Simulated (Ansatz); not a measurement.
**CH₃AlFNS: how energies converge with the basis set**

Aim: see how fast density functionals converge with the basis set for CH₃AlFNS.

Program: Ansatz 0.2.0, Gaussian basis. Level of theory: one geometry, several basis sets. These are calculated values, not measurements.

Plan: PBE0-D4/def2-SVP; ωB97M-V/def2-SVP; PBE0-D4/def2-QZVPP; ωB97M-V/def2-QZVPP; the functionals' def2-TZVPP values are taken from earlier runs.

### 1 The relaxed structure

All runs share one geometry, relaxed beforehand with PBE0-D4 in a triple-zeta def2 set.

SMILES `F[CH]1[NH][Al]1[SH]`, 8 atoms, charge 0, spin multiplicity 1.

Atoms are counted from 1 here; the program's logs count them from 0.

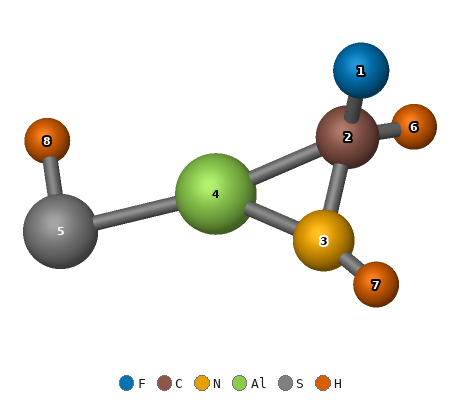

The structure; fluorine blue, carbon brown, nitrogen amber, aluminium green, sulfur grey, hydrogen orange; atoms are numbered from 1 in the order of the file.

Geometry (Å):

```mol
CH3AlFNS
  3D, bonds by distance, orders not assigned

  8  8  0  0  0  0  0  0  0  0999 V2000
    0.0231    1.4016    1.7205 F   0  0
    0.3560    1.0393    0.4153 C   0  0
    1.1773   -0.1506    0.3354 N   0  0
   -0.3472   -0.5622   -0.3801 Al  0  0
   -1.4664   -2.1872   -1.2706 S   0  0
    0.7503    1.9432   -0.0530 H   0  0
    2.1308   -0.1464    0.6653 H   0  0
   -2.5318   -1.3948   -1.4886 H   0  0
  1  2  8  0
  2  3  8  0
  3  4  8  0
  4  5  8  0
  2  6  8  0
  3  7  8  0
  5  8  8  0
  2  4  8  0
M  END
```

### 2 PBE0-D4 in def2-SVP

in.yaml reads:

```yaml
crystal:
  periodic: [false, false, false]
  atoms:
    - {symbol: F, position_ang: [0.023133, 1.401600, 1.720484]}
    - {symbol: C, position_ang: [0.355955, 1.039304, 0.415300]}
    - {symbol: N, position_ang: [1.177344, -0.150596, 0.335449]}
    - {symbol: Al, position_ang: [-0.347244, -0.562243, -0.380139]}
    - {symbol: S, position_ang: [-1.466365, -2.187218, -1.270618]}
    - {symbol: H, position_ang: [0.750270, 1.943163, -0.053044]}
    - {symbol: H, position_ang: [2.130766, -0.146440, 0.665275]}
    - {symbol: H, position_ang: [-2.531758, -1.394770, -1.488606]}
basis:
  gaussian: {orbitals: def2-SVP}
hamiltonian: {xc: pbe0, dispersion: d4}
output: {orbitals: {seedname: orbitals}}
```

Launch:

```bash
ansatz run in.yaml --threads 2 --pin off --events-out ev --progress --plain --max-ram 4352MiB
```

The runs that follow: ωB97M-V in def2-SVP; PBE0-D4 in def2-QZVPP; ωB97M-V in def2-QZVPP.

Q: Predict the results of all the runs planned. Wanted: PBE0-D4: double and triple zeta above quadruple; ωB97M-V: double and triple zeta above quadruple.

The runs gave:

```
                                       quantity           value
PBE0-D4: double and triple zeta above quadruple  13.25, 0.82 eV
ωB97M-V: double and triple zeta above quadruple  13.33, 0.79 eV
```

For PBE0-D4 the step from double to triple zeta gains 12.43 eV and the next only 0.82 eV. Total energies overstate the basis error of differences, where much of it tends to cancel.
